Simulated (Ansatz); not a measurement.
## Geometry relaxation of PdC18 (part 1 of 3)

The run: geometry relaxation of PdC18 (slab, 19 atoms in the cell). Method and program: DFT PBE, scalar-relativistic, plane waves, PAW, no spin polarisation (Ansatz 0.2.0).

It belongs to a series of runs on one base structure; here: end point B relaxed. Figures and captions count atoms from 1; the log counts them from 0 in places.

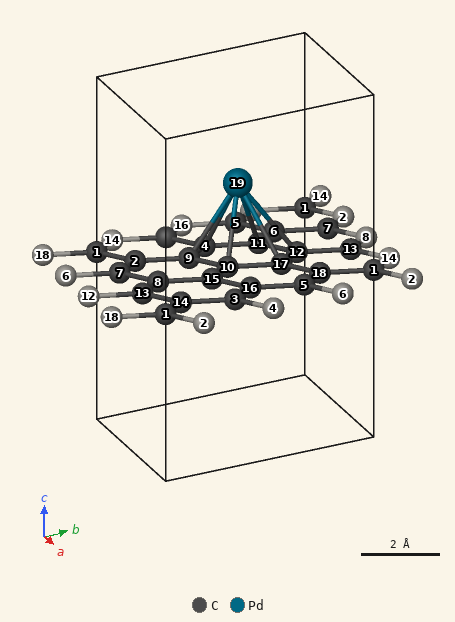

**Figure 1.** The starting structure (ball-and-stick view of the cell of the calculation, with the vacuum cut short, seen slightly off an axis; neighbours outside the cell are drawn fainter; atoms are numbered from 1 in the order of the input).

Input
```yaml
crystal:
  lattice:
    - [7.398, 0.0, 0.0]
    - [-3.699, 6.406856, 0.0]
    - [0.0, 0.0, 12.0]
  atoms:
    - { symbol: C, position: [0.0, 0.0, 0.08333333] }
    - { symbol: C, position: [0.22222222, 0.11111111, 0.08333333] }
    - { symbol: C, position: [0.0, 0.33333333, 0.08333333] }
    - { symbol: C, position: [0.22222222, 0.44444444, 0.08333333] }
    - { symbol: C, position: [0.0, 0.66666666, 0.08333333] }
    - { symbol: C, position: [0.22222222, 0.77777777, 0.08333333] }
    - { symbol: C, position: [0.33333333, 0.0, 0.08333333] }
    - { symbol: C, position: [0.55555556, 0.11111111, 0.08333333] }
    - { symbol: C, position: [0.33333333, 0.33333333, 0.08333333] }
    - { symbol: C, position: [0.55555555, 0.44444444, 0.08333333] }
    - { symbol: C, position: [0.33333333, 0.66666666, 0.08333333] }
    - { symbol: C, position: [0.55555555, 0.77777777, 0.08333333] }
    - { symbol: C, position: [0.66666667, 0.0, 0.08333333] }
    - { symbol: C, position: [0.88888889, 0.11111111, 0.08333333] }
    - { symbol: C, position: [0.66666667, 0.33333333, 0.08333333] }
    - { symbol: C, position: [0.88888889, 0.44444444, 0.08333333] }
    - { symbol: C, position: [0.66666666, 0.66666666, 0.08333333] }
    - { symbol: C, position: [0.88888889, 0.77777777, 0.08333333] }
    - { symbol: Pd, position: [0.48148148, 0.51851851, 0.25] }
basis:
  ecutwfc: 420.0
kpoints:
  mp_grid: { grid: [2, 2, 1] }
hamiltonian:
  xc: pbe
scf:
  occupations: { method: gaussian, width: 0.02 }
  lower_state_search: "off"
relax:
  f_tol: 0.03
  max_steps: 60
  adjacent_minimum: "off"
output:
  write_density: true
  write_potential: true
  elf: true
  volumetric_format: npy
```

Command:
```bash
ansatz run input.yaml --threads 1 --pin off --max-ram 3072MiB --backend cpu --events-out ev --progress --plain --runs-dir out
```

Log
```
Engine: ansatz 0.2.0, aarch64-unknown-linux-gnu
Pseudopotentials: kind: paw
Pseudopotential: C, paw, valence charge 4, recommended cutoff 420 eV (normal), C.paw.azcp
Pseudopotential: Pd, paw, valence charge 18, recommended cutoff 420 eV (normal), Pd.paw.azcp
Functional definition: PBE
  parameter kappa = 0.804
  parameter beta = 0.06672455060314922
  exchange = pbe_x(kappa = kappa, mu = beta*pi^2/3)
  correlation = pbe_c(beta = beta)
Crystal: 19 atoms, lattice volume = 568.775 Å³
Basis set: ecut = 420 eV, 11177 PW (Γ), exchange–correlation on 100×100×162 points (8 copies of the dense FFT grid, shifted against one another)
Bands: 64, of which v1, the nominal top of the filled ones, is band 45 counted from 1 (44 counted from 0)
Symmetry: 2 space group operations
Space group: Cm (ITA 8), of the structure as read, at distance tolerance 8.3e-5 Å
k-points: 3 of 4
Non-local potential: C, projectors of the file, l = 0: 2, l = 1: 2, l = 2: 1
Non-local potential: Pd, projectors of the file, l = 0: 2, l = 1: 2, l = 2: 2, l = 3: 1
PAW form: soft (Blöchl's): semilocal exchange-correlation on the pseudo side does not see the compensation charge
PAW one-centre angular grid: C, 110 points (default); XC on 64 Gauss nodes
PAW one-centre angular grid: Pd, 590 points (default); XC on 64 Gauss nodes
Initial density: superposition of atomic densities (neutral atoms: chi_scale 0, normalization atom), corrected by the library's trained network
Initial wavefunctions: pseudopotential atomic-orbital guess
Functional: x = pbe(κ = 0.804, μ = 0.2195149727645171), c = pbe(β = 0.06672455060314922)
SCF iter   1: F=—  HF=-11486.721924 eV  |F-HF|=—  |Δ(HF+E_count)|=         —  Δρ=5.75e-3  dr2=5.03e-1  ethr=1.77e-3  ⟨swp⟩=12.3  Hψ=1267  notcnv=0  defer=16
preconditioner: auto → Resta (q_TF=auto, 2.007 Å⁻¹)  ε∞=2.2  [insulator: Δε(μ)=0.244 eV  Ē_g=13.081 eV  σ=0.020 eV  W_gap=1.00  n_scr=84 (ndim 8)  ℏωp=14.1 eV  f_vac=0.645  D(μ)=0.00/eV (n_scr^D=0)  ε∞_Penn≈2.2  vacuum switching on, ρ_ref=1.2e-2 e/Å³]
SCF iter   2: F=—  HF=-11486.709939 eV  |F-HF|=—  |Δ(HF+E_count)|=   1.20e-2  Δρ=7.31e-3  dr2=4.81e-1  ethr=5.59e-4  ⟨swp⟩=3.0  Hψ=320  notcnv=0  defer=39
preconditioner: auto → LDOS  [insulator: Δε(μ)=0.075 eV  Ē_g=13.024 eV  σ=0.020 eV  W_gap=0.99  n_scr=84 (ndim 8)  ℏωp=14.1 eV  f_vac=0.645  D(μ)=1.03/eV (n_scr^D=2)  ε∞_Penn≈2.2  β→1.0]
SCF iter   3: F=—  HF=-11486.633587 eV  |F-HF|=—  |Δ(HF+E_count)|=   7.64e-2  Δρ=1.16e-3  dr2=9.62e-3  ethr=5.35e-4  ⟨swp⟩=3.3  Hψ=267  notcnv=0  defer=36
SCF iter   4: F=—  HF=-11486.633305 eV  |F-HF|=—  |Δ(HF+E_count)|=   2.82e-4  Δρ=6.66e-4  dr2=3.26e-3  ethr=1.07e-5  ⟨swp⟩=3.3  Hψ=291  notcnv=0  defer=36
SCF iter   5: F=—  HF=-11486.633244 eV  |F-HF|=—  |Δ(HF+E_count)|=   6.15e-5  Δρ=4.69e-4  dr2=1.54e-3  ethr=3.62e-6  ⟨swp⟩=2.0  Hψ=316  notcnv=0  defer=36
SCF iter   6: F=—  HF=-11486.633170 eV  |F-HF|=—  |Δ(HF+E_count)|=   7.38e-5  Δρ=1.61e-4  dr2=1.72e-4  ethr=1.71e-6  ⟨swp⟩=2.7  Hψ=251  notcnv=0  defer=36
SCF iter   7: F=-11486.633246 eV  HF=-11486.633236 eV  |F-HF|=1.07e-5  |Δ(HF+E_count)|=   6.59e-5  Δρ=5.35e-5  dr2=1.76e-5  ethr=2.50e-8  ⟨swp⟩=10.0  Hψ=1574  notcnv=0
SCF 1 converged in 7 iterations: F = -11486.633246 eV  dr2 = 1.76e-5
  greatest PAW one-centre occupation: 1.000 electrons in one spin orbital (limit 2), on the Pd atom at site 18 (counted from 0), in its partial waves of l = 0
relax step   1: F+E_penalty+E_count = -11486.63324638 eV  Δ(F+E_penalty+E_count) = +0.000e0 eV  max|allowed force component| = 9.490e-1 eV/Å  Δτ_max = 0.0000 Å  (7 SCF iters, dr2 threshold 2.25e-5 eV, accepted)
Initial density: handed on by an earlier stage of this run
Initial wavefunctions: those handed on with the density
iter 1 solved again at ethr=6.16e-5 eV; its pass at ethr=3.10e-3 eV (dr2=5.54e-2 eV) is discarded
SCF iter   1: F=—  HF=-11486.719059 eV  |F-HF|=—  |Δ(HF+E_count)|=         —  Δρ=3.84e-3  dr2=5.57e-2  ethr=6.16e-5  ⟨swp⟩=2.0  Hψ=645  notcnv=0  defer=38
preconditioner: auto → Resta (q_TF=auto, 2.007 Å⁻¹)  ε∞=2.2  [insulator: Δε(μ)=0.168 eV  Ē_g=12.941 eV  σ=0.020 eV  W_gap=1.00  n_scr=84 (ndim 8)  ℏωp=14.1 eV  f_vac=0.648  D(μ)=0.00/eV (n_scr^D=0)  ε∞_Penn≈2.2  vacuum switching on, ρ_ref=1.2e-2 e/Å³]
SCF iter   2: F=—  HF=-11486.703758 eV  |F-HF|=—  |Δ(HF+E_count)|=   1.53e-2  Δρ=1.87e-3  dr2=1.40e-2  ethr=6.16e-5  ⟨swp⟩=2.3  Hψ=266  notcnv=0  defer=38
SCF iter   3: F=—  HF=-11486.704406 eV  |F-HF|=—  |Δ(HF+E_count)|=   6.48e-4  Δρ=1.52e-3  dr2=2.06e-2  ethr=1.56e-5  ⟨swp⟩=2.7  Hψ=307  notcnv=0  defer=38
SCF iter   4: F=—  HF=-11486.701444 eV  |F-HF|=—  |Δ(HF+E_count)|=   2.96e-3  Δρ=3.09e-4  dr2=2.16e-4  ethr=1.56e-5  ⟨swp⟩=2.0  Hψ=258  notcnv=0  defer=38
SCF iter   5: F=-11486.701463 eV  HF=-11486.701484 eV  |F-HF|=2.09e-5  |Δ(HF+E_count)|=   4.01e-5  Δρ=9.34e-5  dr2=4.32e-5  ethr=6.25e-8  ⟨swp⟩=10.0  Hψ=1613  notcnv=0
SCF 2 converged in 5 iterations: F = -11486.701463 eV  dr2 = 4.32e-5
relax step   2: F+E_penalty+E_count = -11486.70146347 eV  Δ(F+E_penalty+E_count) = -6.822e-2 eV  max|allowed force component| = 4.156e-1 eV/Å  Δτ_max = 0.0556 Å  (5 SCF iters, dr2 threshold 5.63e-5 eV, accepted)
SCF iter   1: F=—  HF=-11486.747837 eV  |F-HF|=—  |Δ(HF+E_count)|=         —  Δρ=3.47e-3  dr2=4.34e-2  ethr=9.05e-4  ⟨swp⟩=4.3  Hψ=466  notcnv=0  defer=38
preconditioner: auto → Resta (q_TF=auto, 2.007 Å⁻¹)  ε∞=2.2  [insulator: Δε(μ)=0.213 eV  Ē_g=12.858 eV  σ=0.020 eV  W_gap=1.00  n_scr=84 (ndim 8)  ℏωp=14.1 eV  f_vac=0.647  D(μ)=0.00/eV (n_scr^D=0)  ε∞_Penn≈2.2  vacuum switching on, ρ_ref=1.2e-2 e/Å³]
SCF iter   2: F=—  HF=-11486.734821 eV  |F-HF|=—  |Δ(HF+E_count)|=   1.30e-2  Δρ=1.48e-3  dr2=4.89e-3  ethr=4.83e-5  ⟨swp⟩=3.0  Hψ=372  notcnv=0  defer=39
SCF iter   3: F=—  HF=-11486.733832 eV  |F-HF|=—  |Δ(HF+E_count)|=   9.89e-4  Δρ=3.73e-4  dr2=4.65e-4  ethr=5.43e-6  ⟨swp⟩=2.0  Hψ=249  notcnv=0  defer=39
SCF iter   4: F=—  HF=-11486.733825 eV  |F-HF|=—  |Δ(HF+E_count)|=   6.80e-6  Δρ=1.33e-4  dr2=1.19e-4  ethr=5.17e-7  ⟨swp⟩=2.0  Hψ=262  notcnv=0  defer=39
SCF iter   5: F=—  HF=-11486.733819 eV  |F-HF|=—  |Δ(HF+E_count)|=   5.48e-6  Δρ=6.92e-5  dr2=4.74e-5  ethr=1.32e-7  ⟨swp⟩=2.0  Hψ=235  notcnv=0  defer=39
SCF iter   6: F=-11486.733813 eV  HF=-11486.733814 eV  |F-HF|=7.44e-7  |Δ(HF+E_count)|=   5.64e-6  Δρ=2.22e-5  dr2=2.52e-6  ethr=1.20e-8  ⟨swp⟩=9.3  Hψ=1412  notcnv=0
SCF 3 converged in 6 iterations: F = -11486.733813 eV  dr2 = 2.52e-6
relax step   3: F+E_penalty+E_count = -11486.73381310 eV  Δ(F+E_penalty+E_count) = -3.235e-2 eV  max|allowed force component| = 1.384e-1 eV/Å  Δτ_max = 0.1049 Å  (6 SCF iters, dr2 threshold 1.08e-5 eV, accepted)
SCF iter   1: F=—  HF=-11486.788293 eV  |F-HF|=—  |Δ(HF+E_count)|=         —  Δρ=4.90e-3  dr2=1.05e-1  ethr=1.42e-3  ⟨swp⟩=4.7  Hψ=486  notcnv=0  defer=36
preconditioner: auto → Resta (q_TF=auto, 2.007 Å⁻¹)  ε∞=2.2  [insulator: Δε(μ)=0.130 eV  Ē_g=12.804 eV  σ=0.020 eV  W_gap=1.00  n_scr=84 (ndim 8)  ℏωp=14.1 eV  f_vac=0.646  D(μ)=0.00/eV (n_scr^D=0)  ε∞_Penn≈2.2  vacuum switching on, ρ_ref=1.2e-2 e/Å³]
SCF iter   2: F=—  HF=-11486.761806 eV  |F-HF|=—  |Δ(HF+E_count)|=   2.65e-2  Δρ=2.42e-3  dr2=2.85e-2  ethr=1.17e-4  ⟨swp⟩=3.0  Hψ=378  notcnv=0  defer=36
SCF iter   3: F=—  HF=-11486.761335 eV  |F-HF|=—  |Δ(HF+E_count)|=   4.70e-4  Δρ=2.00e-3  dr2=2.80e-2  ethr=3.17e-5  ⟨swp⟩=3.0  Hψ=316  notcnv=0  defer=36
[...]
relax step   4: F+E_penalty+E_count = -11486.75749585 eV  Δ(F+E_penalty+E_count) = -2.368e-2 eV  max|allowed force component| = 1.504e-1 eV/Å  Δτ_max = 0.2000 Å  (7 SCF iters, dr2 threshold 2.12e-6 eV, accepted)
preconditioner: auto → Resta (q_TF=auto, 2.007 Å⁻¹)  ε∞=2.2  [insulator: Δε(μ)=0.104 eV  Ē_g=12.824 eV  σ=0.020 eV  W_gap=1.00  n_scr=84 (ndim 8)  ℏωp=14.1 eV  f_vac=0.648  D(μ)=0.03/eV (n_scr^D=0)  ε∞_Penn≈2.2  vacuum switching on, ρ_ref=1.2e-2 e/Å³]
preconditioner: auto → LDOS  [metal: Δε(μ)=0.016 eV  Ē_g=12.811 eV  σ=0.020 eV  W_gap=0.42  n_scr=84 (ndim 8)  ℏωp=14.1 eV  f_vac=0.648  D(μ)=24.14/eV (n_scr^D=196)  β→1.0]
relax step   5: F+E_penalty+E_count = -11486.74216687 eV  Δ(F+E_penalty+E_count) = +1.533e-2 eV  max|allowed force component| = 7.164e-1 eV/Å  Δτ_max = 0.1942 Å  (8 SCF iters, dr2 threshold 2.51e-6 eV, rejected (line search))
preconditioner: auto → LDOS  [insulator: Δε(μ)=0.032 eV  Ē_g=12.772 eV  σ=0.020 eV  W_gap=0.75  n_scr=84 (ndim 8)  ℏωp=14.1 eV  f_vac=0.646  D(μ)=14.69/eV (n_scr^D=98)  ε∞_Penn≈2.2  β→1.0]
relax step   6: F+E_penalty+E_count = -11486.76504739 eV  Δ(F+E_penalty+E_count) = -7.552e-3 eV  max|allowed force component| = 9.840e-2 eV/Å  Δτ_max = 0.0947 Å  (9 SCF iters, accepted)
preconditioner: auto → Resta (q_TF=auto, 2.007 Å⁻¹)  ε∞=2.2  [insulator: Δε(μ)=0.085 eV  Ē_g=12.776 eV  σ=0.020 eV  W_gap=1.00  n_scr=84 (ndim 8)  ℏωp=14.1 eV  f_vac=0.647  D(μ)=0.30/eV (n_scr^D=0)  ε∞_Penn≈2.2  vacuum switching on, ρ_ref=1.2e-2 e/Å³]
relax step   7: F+E_penalty+E_count = -11486.77322762 eV  Δ(F+E_penalty+E_count) = -8.180e-3 eV  max|allowed force component| = 3.875e-1 eV/Å  Δτ_max = 0.0975 Å  (7 SCF iters, dr2 threshold 4.14e-6 eV, accepted)
preconditioner: auto → Resta (q_TF=auto, 2.007 Å⁻¹)  ε∞=2.2  [insulator: Δε(μ)=0.153 eV  Ē_g=12.776 eV  σ=0.020 eV  W_gap=1.00  n_scr=84 (ndim 8)  ℏωp=14.1 eV  f_vac=0.646  D(μ)=0.00/eV (n_scr^D=0)  ε∞_Penn≈2.2  vacuum switching on, ρ_ref=1.2e-2 e/Å³]
relax step   8: F+E_penalty+E_count = -11486.78128588 eV  Δ(F+E_penalty+E_count) = -8.058e-3 eV  max|allowed force component| = 1.896e-1 eV/Å  Δτ_max = 0.1075 Å  (6 SCF iters, dr2 threshold 6.42e-5 eV, accepted)
preconditioner: auto → Resta (q_TF=auto, 2.007 Å⁻¹)  ε∞=2.2  [insulator: Δε(μ)=0.152 eV  Ē_g=12.775 eV  σ=0.020 eV  W_gap=1.00  n_scr=84 (ndim 8)  ℏωp=14.1 eV  f_vac=0.646  D(μ)=0.00/eV (n_scr^D=0)  ε∞_Penn≈2.2  vacuum switching on, ρ_ref=1.2e-2 e/Å³]
  Residual-converged pass: ⟨swp⟩=1.0  Hψ=204  notcnv=0  max |occ|·‖R‖ = 6.6e-9 eV (tolerance 1.0e-8 eV)  dr2=7.90e-7  dr2_onsite=3.12e-8  max |Δocc| = 2.7e-25
relax step   9: F+E_penalty+E_count = -11486.78616102 eV  Δ(F+E_penalty+E_count) = -4.875e-3 eV  max|allowed force component| = 7.190e-2 eV/Å  Δτ_max = 0.0623 Å  (6 SCF iters, dr2 threshold 8.60e-6 eV, accepted)
preconditioner: auto → Resta (q_TF=auto, 2.007 Å⁻¹)  ε∞=2.2  [insulator: Δε(μ)=0.259 eV  Ē_g=12.773 eV  σ=0.020 eV  W_gap=1.00  n_scr=84 (ndim 8)  ℏωp=14.1 eV  f_vac=0.646  D(μ)=0.00/eV (n_scr^D=0)  ε∞_Penn≈2.2  vacuum switching on, ρ_ref=1.2e-2 e/Å³]
relax step  10: F+E_penalty+E_count = -11486.77544825 eV  Δ(F+E_penalty+E_count) = +1.071e-2 eV  max|allowed force component| = 4.245e-1 eV/Å  Δτ_max = 0.0401 Å  (8 SCF iters, rejected (line search))
preconditioner: auto → Resta (q_TF=auto, 2.007 Å⁻¹)  ε∞=2.2  [insulator: Δε(μ)=0.173 eV  Ē_g=12.771 eV  σ=0.020 eV  W_gap=1.00  n_scr=84 (ndim 8)  ℏωp=14.1 eV  f_vac=0.646  D(μ)=0.00/eV (n_scr^D=0)  ε∞_Penn≈2.2  vacuum switching on, ρ_ref=1.2e-2 e/Å³]
relax step  11: F+E_penalty+E_count = -11486.78697327 eV  Δ(F+E_penalty+E_count) = -8.123e-4 eV  max|allowed force component| = 2.988e-2 eV/Å  Δτ_max = 0.0195 Å  (7 SCF iters, accepted)
```

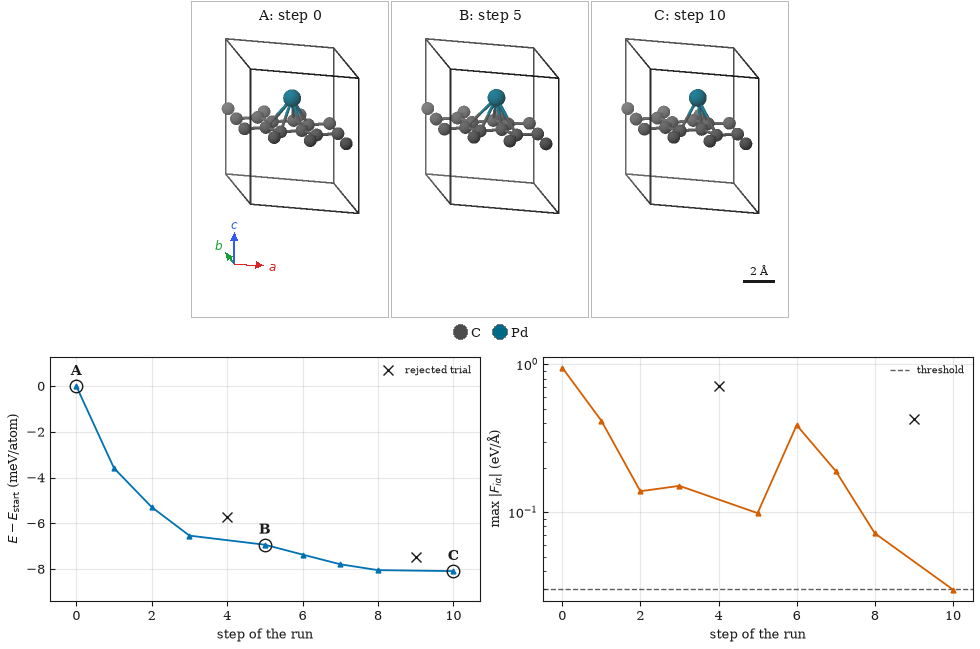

**Figure 2.** Frames of the relaxation (ball-and-stick view of the cell of the calculation, with the vacuum cut short (origin shifted), seen slightly off an axis) above the curves, on which the letters mark them (the first geometry is step 0 here and step 1 in the log).
